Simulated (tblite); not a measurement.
# Run report: C$_{2}$H$_{3}$AlO$_{2}$, geometry relaxation (part 1 of 2)

- system: C$_{2}$H$_{3}$AlO$_{2}$, SMILES C#[C][Al]([OH])[OH]
- method: GFN2-xTB geometry optimisation, gas phase (tblite 0.8.0)

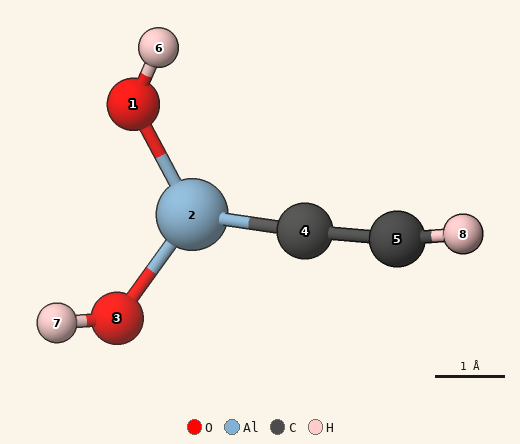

*The input geometry (ball-and-stick view, seen at a tilt; atoms are numbered from 1 in the order of the input). Sticks mark near contacts.*

Bond lengths as drawn: Al–C 1.95 Å, Al–O 1.84 to 1.88 Å, C–C 1.46 Å, C–H 1.04 Å and H–O 0.96 to 0.98 Å.

### Results in brief

```csv
quantity,value
outcome,converged
total energy,−409.7307 eV
hardware,"1 CPU thread, shared host"
peak memory,0.17 GiB
```

### Input file
```
{"job": {"kind": "relax", "xc": "GFN2-xTB", "basis": "xTB"}, "charge": 0, "multiplicity": 1}
O      1.216777     2.015422    -0.280375
Al     1.432122     0.189458    -0.227123
O      2.562068    -0.558219    -1.526398
C     -0.159603    -0.840979     0.210999
C     -1.254804    -1.620603     0.772820
H      0.477630     2.547724     0.094350
H      2.724401    -0.159146    -2.386616
H     -2.091346    -2.040769     1.231194
```

The first line tells a small driver script what to run in tblite; the rest is the geometry in Å.

Run as:
```bash
OMP_NUM_THREADS=1 python <driver script> task.json out
```

### The program's output
```
step      E/eV     max force
  0    -406.41182   12.952
  1    -408.26149    7.870
  2    -408.71137    3.045
  3    -409.07231    3.037
  4    -409.33886    2.097
  5    -409.43974    1.635
  6    -409.53456    0.921
  7    -409.54942    0.342
  8    -409.55441    0.314
  9    -409.57434    0.542
 10    -409.58778    0.664
 11    -409.61560    1.015
 12    -409.63996    0.491
 13    -409.66358    0.471
 14    -409.66954    0.218
 15    -409.67629    0.236
 16    -409.68137    0.185
 17    -409.68682    0.226
 18    -409.68923    0.160
 19    -409.69124    0.248
 20    -409.69268    0.178
 21    -409.69541    0.232
 22    -409.69850    0.385
 23    -409.70108    0.344
 24    -409.70478    0.372
 25    -409.70900    0.289
 26    -409.71314    0.218
 27    -409.71642    0.172
 28    -409.71796    0.136
 29    -409.71837    0.164
 30    -409.71929    0.103
 31    -409.72051    0.141
 32    -409.72165    0.119
 33    -409.72207    0.043
 34    -409.72223    0.047
 35    -409.72248    0.063
 36    -409.72287    0.064
 37    -409.72349    0.066
 38    -409.72434    0.089
 39    -409.72524    0.123
 40    -409.72605    0.155
 41    -409.72683    0.137
 42    -409.72755    0.107
 43    -409.72791    0.068
 44    -409.72811    0.062
 45    -409.72831    0.065
 46    -409.72863    0.106
 47    -409.72924    0.141
 48    -409.72994    0.128
 49    -409.73037    0.081
 50    -409.73045    0.027
 51    -409.73049    0.040
 52    -409.73050    0.022
 53    -409.73052    0.015
 54    -409.73053    0.024
 55    -409.73055    0.031
 56    -409.73058    0.023
 57    -409.73060    0.013
 58    -409.73061    0.015
 59    -409.73062    0.018
 60    -409.73064    0.021
 61    -409.73067    0.020
 62    -409.73071    0.014
 63    -409.73072    0.005
```

### Trajectory as extended XYZ (Å, eV, eV/Å), 33 frames, from step=0 to step=63
```
8
Properties=species:S:1:pos:R:3:forces:R:3 step=0 energy=-406.41182
O     1.2168    2.0154   -0.2804   -0.5890  -1.8140   0.9380
Al    1.4321    0.1895   -0.2271    0.2530   1.3520  -3.2550
O     2.5621   -0.5582   -1.5264   -1.4530   1.3150   1.8710
C    -0.1596   -0.8410    0.2110   -9.0050  -6.6360   5.1870
C    -1.2548   -1.6206    0.7728    9.8610   6.9200  -4.7550
H     0.4776    2.5477    0.0944    1.2270  -0.8130  -0.5170
H     2.7244   -0.1591   -2.3866   -0.0140  -0.1660   0.5810
H    -2.0913   -2.0408    1.2312   -0.2800  -0.1580  -0.0500
8
Properties=species:S:1:pos:R:3:forces:R:3 step=2 energy=-408.71137
O     1.2061    1.9721   -0.2615   -0.1310  -1.6780   0.4560
Al    1.4283    0.2133   -0.2951   -0.8630   0.3960  -1.9730
O     2.5299   -0.5267   -1.4894   -1.0530   1.2880   0.8700
C    -0.2317   -0.8998    0.2639   -1.9330  -1.6800   1.6480
C    -1.1814   -1.5623    0.7413    1.9820   1.7960  -0.7760
H     0.5021    2.5320    0.0844    0.6390  -0.3800  -0.2070
H     2.7235   -0.1651   -2.3698   -0.0540  -0.3810   0.9000
H    -2.0696   -2.0308    1.2150    1.4110   0.6390  -0.9170
8
Properties=species:S:1:pos:R:3:forces:R:3 step=4 energy=-409.33886
O     1.1913    1.8677   -0.2287   -0.2040   0.1830   0.1630
Al    1.3604    0.2335   -0.4189   -1.8900  -0.7780   0.4670
O     2.4621   -0.4444   -1.4330    0.2030   0.0520  -0.3440
C    -0.2250   -0.9166    0.3055    1.4250   0.8060  -0.4490
C    -1.1645   -1.5253    0.7480    0.5470   0.4410  -0.1890
H     0.5498    2.5038    0.0687    0.2990  -0.0580  -0.0090
H     2.7218   -0.1900   -2.3131    0.2230  -0.2100   0.1300
H    -1.9886   -1.9958    1.1605   -0.6030  -0.4360   0.2300
8
Properties=species:S:1:pos:R:3:forces:R:3 step=6 energy=-409.53456
O     1.1784    1.8163   -0.2051   -0.1680   0.2810  -0.0070
Al    1.2136    0.1922   -0.4610    0.3590   0.0600  -0.1320
O     2.4286   -0.3986   -1.4078   -0.0590  -0.0250  -0.4220
C    -0.1528   -0.8903    0.3092   -0.6650  -0.5580   0.3060
C    -1.1212   -1.4750    0.7394   -0.0900  -0.0430   0.0720
H     0.5849    2.4967    0.0652    0.0300   0.2530   0.1370
H     2.7410   -0.2137   -2.2880    0.1900  -0.1740   0.2200
H    -1.9653   -1.9946    1.1370    0.4030   0.2050  -0.1740
8
Properties=species:S:1:pos:R:3:forces:R:3 step=8 energy=-409.55441
O     1.1763    1.8292   -0.2088   -0.1250   0.0380  -0.0210
Al    1.2336    0.1956   -0.4546   -0.0680   0.0010   0.0080
O     2.4310   -0.4065   -1.4189   -0.1730  -0.0380  -0.0740
C    -0.1667   -0.8997    0.3107    0.0670  -0.0640  -0.0190
C    -1.1296   -1.4831    0.7427   -0.0520  -0.0090   0.0530
H     0.5807    2.5051    0.0697    0.0400   0.2190   0.1240
H     2.7457   -0.2147   -2.2900    0.2850  -0.1180  -0.0630
H    -1.9637   -1.9931    1.1382    0.0240  -0.0290  -0.0080
8
Properties=species:S:1:pos:R:3:forces:R:3 step=10 energy=-409.58778
O     1.1438    1.8365   -0.2087   -0.3590   0.0190   0.0860
Al    1.2029    0.1902   -0.4637    0.1830   0.4870  -0.1070
O     2.3909   -0.4060   -1.4455   -0.0560   0.0800  -0.3730
C    -0.1582   -0.9228    0.3159    0.3190   0.1150  -0.1340
C    -1.1315   -1.4756    0.7524    0.0820   0.0100  -0.0420
H     0.5964    2.5540    0.0973    0.3080  -0.2040  -0.0540
H     2.8099   -0.2483   -2.2883    0.0350  -0.1800   0.3580
H    -1.9470   -1.9951    1.1294   -0.5130  -0.3280   0.2650
8
Properties=species:S:1:pos:R:3:forces:R:3 step=12 energy=-409.63996
O     1.0835    1.8471   -0.2057   -0.2780   0.0740   0.1350
Al    1.1786    0.2094   -0.4830    0.2240   0.3280  -0.2000
O     2.3337   -0.4020   -1.5013   -0.0080   0.1890  -0.2580
C    -0.1376   -0.9529    0.3179    0.0650   0.0940  -0.0470
C    -1.1317   -1.4672    0.7641    0.1470  -0.0700  -0.1010
H     0.6295    2.6147    0.1344    0.2810  -0.3350  -0.1300
H     2.8977   -0.3038   -2.2672   -0.1800  -0.1550   0.4300
H    -1.9465   -2.0124    1.1297   -0.2500  -0.1230   0.1720
8
Properties=species:S:1:pos:R:3:forces:R:3 step=14 energy=-409.66954
O     1.0358    1.8434   -0.1955   -0.0010  -0.0200  -0.0250
Al    1.1636    0.2337   -0.5147   -0.0490  -0.1340   0.0580
O     2.2939   -0.3817   -1.5404   -0.1190   0.0870   0.0430
C    -0.1200   -0.9638    0.3189   -0.1240   0.1050  -0.0430
C    -1.1234   -1.4655    0.7665    0.0680  -0.1890  -0.0850
H     0.6644    2.6367    0.1508   -0.0060   0.1330   0.0590
H     2.9394   -0.3476   -2.2287    0.1040  -0.1090  -0.0340
H    -1.9466   -2.0223    1.1321    0.1270   0.1270   0.0260
8
Properties=species:S:1:pos:R:3:forces:R:3 step=16 energy=-409.68137
O     0.9913    1.8450   -0.1871    0.0100  -0.0480  -0.0170
Al    1.1403    0.2417   -0.5360    0.0090   0.0020   0.0820
O     2.2577   -0.3605   -1.5813    0.0830   0.0670  -0.0480
C    -0.1114   -0.9690    0.3176   -0.0870   0.1260  -0.0960
C    -1.1124   -1.4737    0.7644    0.0280  -0.1690  -0.0720
H     0.6957    2.6665    0.1702    0.0020   0.0480   0.0110
H     2.9817   -0.3944   -2.1927   -0.1090  -0.0850   0.0760
H    -1.9357   -2.0227    1.1338    0.0650   0.0580   0.0640
8
Properties=species:S:1:pos:R:3:forces:R:3 step=18 energy=-409.68923
O     0.9580    1.8455   -0.1802    0.0250   0.0130   0.0290
Al    1.1311    0.2489   -0.5458   -0.0180   0.1220   0.0530
O     2.2344   -0.3342   -1.6121    0.1600   0.0120  -0.0060
C    -0.1177   -0.9568    0.3064   -0.0050   0.0720  -0.1220
C    -1.0966   -1.5007    0.7514   -0.0220  -0.0350  -0.0160
H     0.7212    2.6856    0.1821    0.0110  -0.0400  -0.0380
H     3.0015   -0.4387   -2.1582   -0.1270  -0.0610   0.0180
H    -1.9246   -2.0167    1.1453   -0.0230  -0.0840   0.0810
8
Properties=species:S:1:pos:R:3:forces:R:3 step=20 energy=-409.69268
O     0.9609    1.8464   -0.1800    0.0550  -0.0120   0.0140
Al    1.1370    0.2523   -0.5393   -0.0320   0.0380  -0.0280
O     2.2388   -0.3288   -1.6083   -0.0470   0.0400   0.1570
C    -0.1272   -0.9468    0.2973   -0.0540  -0.0090  -0.0700
C    -1.0933   -1.5128    0.7444   -0.0340   0.0250   0.0140
H     0.7207    2.6836    0.1797   -0.0190   0.0850   0.0150
H     2.9947   -0.4448   -2.1587    0.0850  -0.0910  -0.1270
H    -1.9242   -2.0161    1.1536    0.0460  -0.0760   0.0250
8
Properties=species:S:1:pos:R:3:forces:R:3 step=22 energy=-409.69850
O     0.9768    1.8504   -0.1783   -0.0460   0.3520   0.1490
Al    1.1391    0.2588   -0.5303    0.0150  -0.1550  -0.1410
O     2.2533   -0.3251   -1.5873    0.1810  -0.0020  -0.0530
C    -0.1452   -0.9398    0.2796   -0.0290  -0.0020  -0.0440
C    -1.0974   -1.5173    0.7413   -0.0580   0.0130   0.0430
H     0.7131    2.6881    0.1761    0.0550  -0.1180  -0.0650
H     2.9867   -0.4551   -2.1762   -0.1930  -0.0360   0.1260
H    -1.9191   -2.0270    1.1640    0.0750  -0.0520  -0.0140
8
Properties=species:S:1:pos:R:3:forces:R:3 step=24 energy=-409.70478
O     0.9904    1.8612   -0.1696   -0.0280   0.1300   0.0800
Al    1.1371    0.2643   -0.5296   -0.0310   0.0370  -0.0930
O     2.2715   -0.3118   -1.5646    0.2860  -0.0760  -0.2200
C    -0.1719   -0.9259    0.2518   -0.0700  -0.0710   0.0170
C    -1.0986   -1.5289    0.7343    0.0260   0.0970   0.0220
H     0.7112    2.6971    0.1728    0.0440  -0.0520  -0.0250
H     2.9729   -0.4812   -2.1860   -0.2740   0.0080   0.2520
H    -1.9053   -2.0419    1.1797    0.0470  -0.0730  -0.0320
8
Properties=species:S:1:pos:R:3:forces:R:3 step=26 energy=-409.71314
O     0.9901    1.8734   -0.1500    0.0110  -0.1990  -0.0610
Al    1.1201    0.2784   -0.5513   -0.0310   0.2080   0.0570
O     2.2868   -0.2891   -1.5530    0.0750  -0.0580  -0.1080
C    -0.1992   -0.9134    0.2180   -0.0350  -0.0470  -0.0040
C    -1.0961   -1.5372    0.7290    0.0530   0.1120   0.0060
H     0.7243    2.7172    0.1748    0.0020   0.0770   0.0330
H     2.9604   -0.5304   -2.1733   -0.0850  -0.0100   0.1030
H    -1.8792   -2.0661    1.1947    0.0110  -0.0830  -0.0260
8
Properties=species:S:1:pos:R:3:forces:R:3 step=28 energy=-409.71796
O     0.9704    1.8779   -0.1322   -0.0370  -0.0070  -0.0380
Al    1.0991    0.2997   -0.5787    0.0420   0.0060   0.1030
O     2.2854   -0.2673   -1.5630   -0.1210   0.0220   0.0500
C    -0.2128   -0.9080    0.1930    0.0690   0.0780  -0.0880
C    -1.0897   -1.5383    0.7275   -0.0490   0.0060   0.0480
H     0.7488    2.7406    0.1826    0.0290  -0.0280  -0.0130
H     2.9600   -0.5825   -2.1423    0.0250  -0.0380  -0.0240
H    -1.8541   -2.0891    1.2021    0.0420  -0.0380  -0.0390
8
Properties=species:S:1:pos:R:3:forces:R:3 step=30 energy=-409.71929
O     0.9605    1.8788   -0.1298   -0.0320   0.0660  -0.0130
Al    1.0968    0.3057   -0.5805    0.0420  -0.0750   0.0580
O     2.2797   -0.2607   -1.5700   -0.0630   0.0010   0.0310
C    -0.2157   -0.9043    0.1850   -0.0240   0.0060  -0.0160
C    -1.0861   -1.5404    0.7260    0.0300   0.0680  -0.0050
H     0.7579    2.7460    0.1851    0.0250  -0.0240  -0.0150
H     2.9612   -0.5980   -2.1306   -0.0300  -0.0090   0.0080
H    -1.8470   -2.0942    1.2035    0.0520  -0.0320  -0.0470
```
